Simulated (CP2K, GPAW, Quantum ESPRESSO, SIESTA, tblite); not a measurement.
# From one method to another: forces in (11,0) carbon nanotube bundle (176 atoms)

Graphene sheet (a = 2.46 Å) rolled into a (11,0) tube of diameter 8.61 Å, 4 periods, hexagonal bundle with 3.3 Å between walls; then minimised and run for 3 ps at 600 K (NVT) with a classical potential, last frame taken. Then every atom was moved at random, 0.03 Å r.m.s. a Cartesian component.

Two calculations on one geometry. First: Kohn-Sham DFT, PBE, SSSP efficiency 1.3.0 pseudopotentials, plane waves; sssp-1.3.0-efficiency; 45/360 Ry; levels smeared at 580 K (Quantum ESPRESSO 7.5; sssp-pbe-1.3.0-efficiency, cutoffs 45/360 Ry, Γ point). Second: Kohn-Sham DFT, revPBE, GTH-PBE pseudopotentials, Gaussian and plane waves, DZVP-MOLOPT-SR-GTH, diagonalisation; PBE potentials; 450/50 Ry; levels smeared at 580 K (CP2K 2026.2; Γ point).

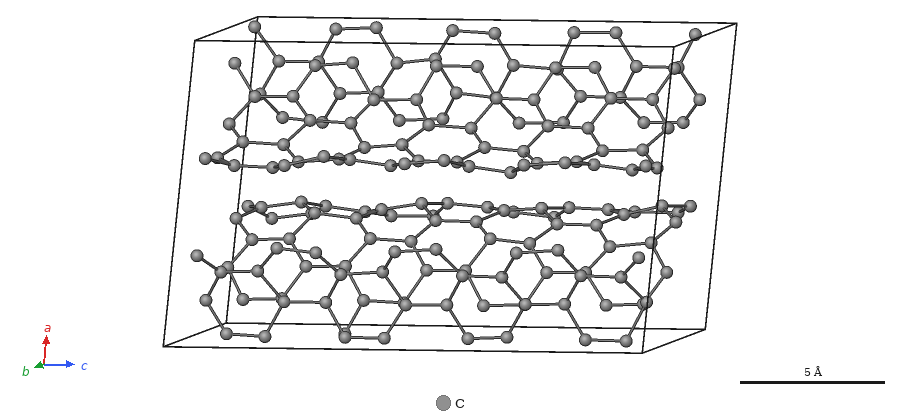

The structure (carbon grey). Some periodic images of atoms are drawn too.

Cell vectors (Å):

```
11.913 0.000 0.000
-5.957 10.317 0.000
0.000 0.000 17.043
```

Atom, position (Å) and force of the first calculation (eV/Å):

```
1 C -2.02 8.25 1.34 0.19 1.17 -0.59
2 C -1.99 9.48 0.69 1.08 -0.42 0.78
3 C 3.93 0.34 1.31 1.20 3.05 4.33
4 C 3.78 1.58 0.68 -0.64 1.09 2.89
5 C -1.69 9.55 3.52 -1.65 -1.74 -4.15
6 C 4.10 0.41 2.72 -0.07 -1.29 1.69
7 C 3.20 2.71 1.39 2.35 -0.99 1.58
8 C 2.36 3.53 0.70 -0.68 1.98 0.24
9 C 3.83 1.58 3.43 -1.37 3.46 1.86
10 C 3.37 2.82 2.81 -0.40 -2.44 -1.52
11 C 1.26 4.11 1.47 3.61 -1.41 -3.86
12 C 0.14 4.18 0.72 -0.64 1.28 -2.83
13 C 2.53 3.69 3.51 -2.06 -0.66 1.92
14 C 1.34 4.05 2.78 -0.26 2.17 5.28
15 C -1.06 4.09 1.36 -0.28 1.03 2.30
16 C 9.75 3.65 0.69 -2.61 -1.77 3.15
17 C 0.13 4.36 3.54 0.94 -0.57 -1.33
18 C -1.06 4.21 2.76 -1.69 -1.71 2.87
19 C 8.82 2.85 1.51 -0.34 1.15 -2.60
20 C 7.94 2.01 0.79 1.08 -1.38 -0.55
21 C 9.75 3.57 3.57 2.63 1.73 -0.30
22 C 8.86 2.75 2.90 0.44 1.91 -1.23
23 C 7.64 0.77 1.41 -1.82 -1.38 1.38
24 C 1.61 9.83 0.70 -0.46 0.83 3.89
25 C 8.06 1.89 3.60 -1.54 -2.48 -2.09
26 C 7.50 0.71 2.84 1.14 1.30 0.38
27 C 1.94 8.63 1.51 -0.64 1.70 -4.24
28 C 2.67 7.72 0.70 -0.78 -1.24 -0.57
29 C 1.41 9.78 3.53 2.32 1.35 0.39
30 C 1.90 8.60 2.88 -2.45 2.71 -0.20
31 C 3.64 7.03 1.40 0.59 -2.24 1.74
32 C 4.66 6.34 0.70 1.98 -0.01 0.76
33 C 2.58 7.67 3.57 2.31 -2.43 1.40
34 C 3.56 7.01 2.85 3.21 -1.36 0.05
35 C 5.90 6.02 1.45 -0.29 0.64 -4.39
36 C 7.15 6.09 0.63 0.37 -0.54 3.09
37 C 4.74 6.55 3.61 -1.41 -1.75 -2.74
38 C 5.89 6.09 2.82 -3.88 1.35 1.32
39 C -3.56 6.49 1.40 -3.26 -1.90 -1.37
40 C -2.61 7.20 0.70 1.15 -0.83 -1.69
41 C 7.01 6.27 3.53 5.85 -0.68 -2.06
42 C -3.66 6.52 2.78 0.34 1.31 1.94
43 C -2.67 7.28 3.49 0.23 -0.21 0.33
44 C -1.98 8.30 2.66 -0.01 0.25 8.28
45 C -2.12 8.38 5.64 1.80 -2.05 2.56
46 C -1.85 9.53 4.91 1.45 -3.48 -2.85
47 C 4.08 0.35 5.54 -2.14 8.05 4.90
48 C 3.61 1.61 4.87 3.79 -3.44 -0.03
49 C -1.77 9.55 7.72 1.37 -1.71 3.59
50 C 4.07 0.40 7.05 1.42 1.42 -3.07
51 C 3.18 2.69 5.66 2.05 -0.92 0.19
52 C 2.38 3.62 4.99 2.15 0.10 -3.14
53 C 3.98 1.62 7.76 -1.00 -0.63 0.58
54 C 3.44 2.69 7.07 -4.27 2.64 0.10
55 C 1.34 4.15 5.68 -1.83 0.83 0.80
56 C 0.15 4.37 4.94 -0.88 0.31 1.02
57 C 2.38 3.54 7.80 3.52 -1.89 0.81
58 C 1.30 4.06 7.11 0.75 0.10 -1.82
59 C -1.07 4.16 5.67 1.07 0.79 1.64
60 C 9.82 3.58 5.00 -2.69 0.15 -2.38
61 C 0.12 4.19 7.80 -2.78 1.99 0.98
62 C -1.16 4.19 7.12 4.92 1.11 -2.70
63 C 8.79 2.87 5.72 2.67 0.82 -2.81
64 C 8.12 1.92 4.96 -2.27 -1.66 1.47
65 C 9.68 3.71 7.75 0.75 1.62 5.77
66 C 8.98 2.86 7.06 -6.89 -4.77 -0.46
67 C 7.61 0.73 5.56 1.73 3.01 6.00
68 C 1.72 9.90 4.92 -1.52 -4.64 -2.43
69 C 8.17 1.84 7.72 -0.81 0.54 2.57
70 C 7.74 0.65 7.09 -0.96 2.42 -3.05
71 C 2.18 8.74 5.62 -1.91 -0.58 2.93
72 C 2.73 7.62 5.00 -2.29 2.20 -1.90
73 C 1.54 9.77 7.79 1.31 1.90 -0.09
74 C 2.00 8.66 7.07 0.70 -0.30 -0.62
75 C 3.59 6.81 5.69 0.87 -0.04 -0.37
76 C 4.74 6.37 5.03 -2.14 -0.12 -3.16
77 C 2.68 7.67 7.83 0.97 -0.82 -2.91
78 C 3.68 6.89 7.04 -2.80 0.67 4.28
79 C 5.84 5.99 5.68 4.76 0.70 2.03
80 C 7.12 6.31 4.86 -3.90 -2.07 5.67
81 C 4.72 6.36 7.80 -0.56 -1.44 3.53
82 C 5.89 5.96 7.19 -0.34 0.47 -4.73
83 C -3.76 6.75 5.68 0.95 -0.68 -0.97
84 C -2.68 7.29 4.98 -0.15 1.27 -3.01
85 C 7.09 6.20 7.82 0.13 -0.94 2.03
86 C -3.81 6.80 7.09 1.03 -1.35 0.73
87 C -2.80 7.42 7.86 1.13 -0.14 -0.31
88 C -1.96 8.30 7.10 -2.09 1.23 -1.88
89 C -2.11 8.40 9.97 1.24 1.12 -1.30
90 C -1.66 9.55 9.17 -1.26 0.02 1.20
91 C 4.23 0.49 9.90 -0.64 -2.82 1.30
92 C 3.87 1.58 9.19 -0.16 3.48 0.57
93 C -1.78 9.58 12.05 0.11 -0.99 1.76
94 C 4.05 0.47 11.37 1.96 0.85 -0.84
95 C 3.22 2.68 10.02 1.96 -1.42 -5.80
96 C 2.36 3.51 9.25 1.99 -0.28 -1.30
97 C 3.85 1.68 12.11 0.79 -2.94 -1.10
98 C 3.31 2.70 11.35 -2.46 2.19 3.29
99 C 1.39 4.16 9.94 -5.25 0.36 0.35
100 C 0.08 4.28 9.20 1.17 -0.52 1.25
101 C 2.33 3.48 12.12 1.34 -0.05 -2.80
102 C 1.27 4.08 11.34 2.47 -0.46 1.67
103 C -1.15 4.03 9.92 2.92 1.42 1.35
104 C 9.62 3.67 9.25 3.24 2.00 -3.91
105 C 0.09 4.20 12.08 0.30 0.84 -0.03
106 C -1.06 3.98 11.37 -1.94 0.81 -2.58
107 C 8.73 2.95 9.88 -5.36 -4.31 4.77
108 C 7.93 1.98 9.17 1.53 -0.52 -2.03
109 C 9.72 3.61 12.05 -1.98 -1.04 3.32
110 C 8.67 2.80 11.43 5.64 7.30 -5.48
111 C 7.52 0.82 9.85 0.52 0.25 4.27
112 C 1.63 9.89 9.21 -1.41 0.23 -1.15
113 C 8.02 2.01 12.18 -4.50 -6.13 1.02
114 C 7.56 0.82 11.42 -0.77 0.24 -2.79
115 C 1.98 8.74 9.87 -0.57 -2.46 4.00
116 C 2.65 7.68 9.21 0.30 0.35 0.54
117 C 1.49 9.91 12.07 1.16 -2.00 1.20
118 C 1.82 8.60 11.35 0.60 3.82 -1.20
119 C 3.60 6.93 9.99 -0.60 -1.35 -1.51
120 C 4.66 6.28 9.30 1.82 1.13 -1.13
121 C 2.63 7.71 12.08 -1.17 0.22 0.21
122 C 3.50 6.86 11.37 3.19 -0.49 0.78
123 C 5.94 6.05 10.05 -2.21 -0.54 -6.00
124 C 7.16 6.07 9.25 -1.36 0.56 0.86
125 C 4.74 6.36 12.04 -6.11 1.67 2.93
126 C 5.88 6.10 11.39 2.73 -0.50 0.46
127 C -3.64 6.51 10.00 0.94 0.21 -2.16
128 C -2.76 7.37 9.31 -0.27 -0.67 -2.58
129 C 7.12 6.13 12.05 2.35 -0.26 1.57
130 C -3.51 6.41 11.36 -2.89 0.73 1.78
131 C -2.67 7.33 12.09 -0.15 -2.02 -1.13
132 C -2.14 8.39 11.38 1.33 1.13 -0.38
133 C -2.02 8.34 14.16 0.49 -0.61 2.22
134 C -1.60 9.49 13.50 -1.27 2.26 -1.33
135 C 4.32 0.43 14.20 -0.73 0.67 2.05
136 C 3.82 1.63 13.50 2.08 -2.49 1.85
137 C -1.91 9.61 16.42 0.86 -3.49 -6.05
138 C 4.30 0.46 15.75 -1.00 1.71 -4.34
139 C 3.17 2.60 14.27 2.81 0.51 -0.21
140 C 2.35 3.40 13.51 -1.84 1.41 -0.19
141 C 3.97 1.67 16.41 0.01 0.76 -4.66
142 C 3.42 2.80 15.64 -1.89 -0.91 1.42
143 C 1.26 3.94 14.17 0.40 1.99 2.19
144 C 0.07 4.28 13.48 0.76 -1.03 1.58
145 C 2.40 3.61 16.36 4.11 -2.33 -0.25
146 C 1.37 4.07 15.65 -2.96 0.26 -3.66
147 C -1.10 4.10 14.29 0.35 1.48 -3.85
148 C 9.70 3.68 13.55 0.07 0.08 -2.32
149 C 0.17 4.18 16.34 -2.03 1.43 0.72
150 C -1.09 4.22 15.63 0.17 -1.73 3.12
151 C 8.73 3.00 14.26 -1.26 -1.33 1.97
152 C 8.00 2.00 13.60 -0.11 0.46 -0.49
153 C 9.68 3.66 16.38 2.34 2.12 -0.75
154 C 8.72 2.96 15.74 -1.69 -0.82 -3.50
155 C 7.61 0.82 14.28 0.07 -0.03 -0.86
156 C 1.58 9.94 13.53 0.85 -1.33 0.31
157 C 7.95 1.99 16.42 0.09 -1.17 -1.12
158 C 7.66 0.77 15.67 -1.09 1.36 2.11
159 C 2.09 8.78 14.32 -2.70 1.57 -4.56
160 C 2.67 7.80 13.49 0.08 -1.27 1.67
161 C 1.55 9.83 16.38 0.27 3.39 -0.27
162 C 1.91 8.75 15.69 2.51 -6.06 -1.56
163 C 3.54 6.91 14.18 -0.12 0.45 0.52
164 C 4.63 6.45 13.49 3.36 -1.09 -2.52
165 C 2.59 7.56 16.32 -0.11 3.16 0.90
166 C 3.62 6.85 15.59 -2.72 1.29 0.41
167 C 5.87 6.32 14.16 0.57 -1.43 1.80
168 C 7.12 6.19 13.45 -1.04 0.06 0.32
169 C 4.72 6.37 16.31 -1.40 0.12 1.77
170 C 5.88 6.23 15.64 3.23 -1.34 -3.33
171 C -3.59 6.43 14.16 0.52 0.92 1.24
172 C -2.60 7.23 13.46 -0.73 0.50 1.75
173 C 7.20 6.05 16.26 -4.05 0.60 2.25
174 C -3.59 6.39 15.61 4.78 1.96 -2.39
175 C -2.45 7.17 16.35 -4.02 0.38 -2.80
176 C -2.09 8.41 15.61 0.59 -2.32 0.57
```

**Question.** What forces does the second calculation give?

Atom and force (eV/Å):

```
1 0.23 1.20 -0.61
2 1.08 -0.41 0.77
3 1.19 3.07 4.36
4 -0.63 1.11 2.92
5 -1.64 -1.78 -4.19
6 -0.07 -1.31 1.69
7 2.38 -1.02 1.60
8 -0.72 2.00 0.25
9 -1.37 3.52 1.89
10 -0.36 -2.46 -1.56
11 3.67 -1.37 -3.92
12 -0.64 1.29 -2.84
13 -2.09 -0.61 1.95
14 -0.29 2.14 5.32
15 -0.29 1.02 2.32
16 -2.63 -1.77 3.18
17 0.97 -0.54 -1.36
18 -1.73 -1.71 2.91
19 -0.33 1.15 -2.62
20 1.03 -1.38 -0.55
21 2.65 1.76 -0.31
22 0.45 1.93 -1.26
23 -1.81 -1.41 1.39
24 -0.47 0.84 3.92
25 -1.58 -2.48 -2.11
26 1.15 1.33 0.38
27 -0.68 1.71 -4.29
28 -0.78 -1.25 -0.58
29 2.29 1.35 0.43
30 -2.45 2.75 -0.21
31 0.61 -2.24 1.77
32 2.00 -0.03 0.76
33 2.32 -2.46 1.41
34 3.25 -1.41 0.05
35 -0.30 0.64 -4.45
36 0.38 -0.53 3.13
37 -1.41 -1.75 -2.78
38 -3.92 1.31 1.37
39 -3.29 -1.94 -1.39
40 1.15 -0.80 -1.70
41 5.92 -0.66 -2.09
42 0.35 1.29 1.97
43 0.23 -0.20 0.34
44 0.00 0.26 8.36
45 1.78 -2.04 2.60
46 1.44 -3.49 -2.87
47 -2.11 8.13 4.96
48 3.82 -3.54 -0.04
49 1.35 -1.74 3.63
50 1.41 1.44 -3.12
51 2.07 -0.92 0.20
52 2.17 0.09 -3.18
53 -0.96 -0.64 0.59
54 -4.31 2.72 0.09
55 -1.84 0.86 0.82
56 -0.88 0.33 1.03
57 3.58 -1.93 0.83
58 0.75 0.14 -1.85
59 1.07 0.81 1.67
60 -2.72 0.11 -2.40
61 -2.83 1.97 0.98
62 4.96 1.14 -2.73
63 2.66 0.90 -2.82
64 -2.27 -1.72 1.48
65 0.73 1.64 5.82
66 -6.91 -4.85 -0.47
67 1.69 3.04 6.08
68 -1.50 -4.67 -2.47
69 -0.82 0.58 2.61
70 -0.94 2.45 -3.11
71 -1.92 -0.59 2.98
72 -2.33 2.22 -1.92
73 1.27 1.93 -0.09
74 0.68 -0.31 -0.65
75 0.88 -0.08 -0.38
76 -2.18 -0.09 -3.19
77 0.99 -0.84 -2.95
78 -2.84 0.71 4.32
79 4.82 0.68 2.04
80 -3.98 -2.11 5.73
81 -0.55 -1.43 3.58
82 -0.35 0.43 -4.80
83 0.97 -0.68 -0.97
84 -0.12 1.23 -3.03
85 0.13 -0.94 2.05
86 1.03 -1.37 0.73
87 1.14 -0.14 -0.31
88 -2.03 1.22 -1.91
89 1.26 1.13 -1.31
90 -1.26 0.02 1.21
91 -0.61 -2.85 1.34
92 -0.19 3.52 0.57
93 0.12 -1.02 1.78
94 1.95 0.86 -0.86
95 1.98 -1.44 -5.86
96 2.01 -0.29 -1.32
97 0.84 -2.97 -1.12
98 -2.46 2.24 3.34
99 -5.30 0.41 0.34
100 1.19 -0.49 1.27
101 1.36 -0.07 -2.84
102 2.49 -0.47 1.69
103 2.95 1.43 1.38
104 3.27 2.02 -3.97
105 0.30 0.86 -0.03
106 -1.96 0.81 -2.61
107 -5.41 -4.37 4.84
108 1.51 -0.49 -2.07
109 -2.01 -1.04 3.36
110 5.71 7.38 -5.54
111 0.50 0.24 4.35
112 -1.39 0.24 -1.20
113 -4.57 -6.18 1.01
114 -0.76 0.27 -2.85
115 -0.56 -2.50 4.06
116 0.28 0.32 0.56
117 1.17 -2.04 1.22
118 0.54 3.86 -1.22
119 -0.58 -1.32 -1.53
120 1.83 1.09 -1.16
121 -1.17 0.24 0.21
122 3.22 -0.54 0.78
123 -2.25 -0.53 -6.05
124 -1.36 0.53 0.87
125 -6.18 1.71 2.97
126 2.76 -0.54 0.45
127 0.94 0.24 -2.18
128 -0.26 -0.71 -2.62
129 2.37 -0.25 1.58
130 -2.90 0.70 1.80
131 -0.17 -2.04 -1.14
132 1.35 1.14 -0.39
133 0.49 -0.61 2.25
134 -1.26 2.28 -1.36
135 -0.75 0.70 2.09
136 2.11 -2.51 1.86
137 0.85 -3.53 -6.06
138 -0.98 1.72 -4.39
139 2.80 0.49 -0.22
140 -1.83 1.46 -0.18
141 0.01 0.76 -4.70
142 -1.86 -0.89 1.43
143 0.40 1.97 2.22
144 0.76 -0.98 1.60
145 4.15 -2.37 -0.25
146 -2.97 0.30 -3.70
147 0.37 1.44 -3.89
148 0.07 0.09 -2.36
149 -2.05 1.42 0.74
150 0.15 -1.69 3.15
151 -1.28 -1.33 2.01
152 -0.12 0.46 -0.51
153 2.38 2.12 -0.75
154 -1.71 -0.82 -3.55
155 0.04 -0.02 -0.87
156 0.84 -1.36 0.32
157 0.07 -1.18 -1.13
158 -1.07 1.37 2.15
159 -2.72 1.61 -4.60
160 0.09 -1.31 1.68
161 0.23 3.43 -0.28
162 2.54 -6.13 -1.58
163 -0.13 0.43 0.52
164 3.40 -1.11 -2.56
165 -0.16 3.18 0.91
166 -2.75 1.33 0.42
167 0.59 -1.44 1.82
168 -1.06 0.03 0.32
169 -1.42 0.11 1.79
170 3.27 -1.35 -3.37
171 0.53 0.93 1.27
172 -0.70 0.48 1.76
173 -4.12 0.55 2.29
174 4.84 2.02 -2.42
175 -4.02 0.34 -2.84
176 0.59 -2.36 0.59
```

The two sets differ by 31.0 meV/Å r.m.s., 1.4 % of the r.m.s. force of the Quantum ESPRESSO run. The electronic-structure runs sample only Γ, in a cell whose shortest periodic width is 10 Å.

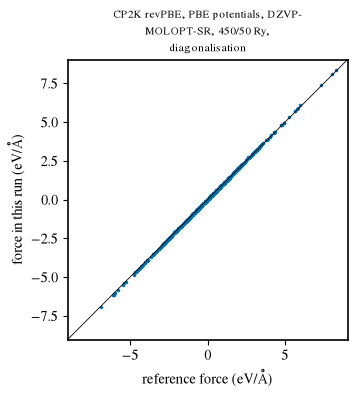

Force components against those of the reference; the line marks equality.

[Logs are printed without paths, hosts, clocks, repeated set-up lines and the standing remarks that a program may print on its own settings, such as how far it seeks lower states.]

[Hosts, paths, dates, database ids (printed as entryN), source tags and the programs' standing remarks are cut or masked in the printed files.]
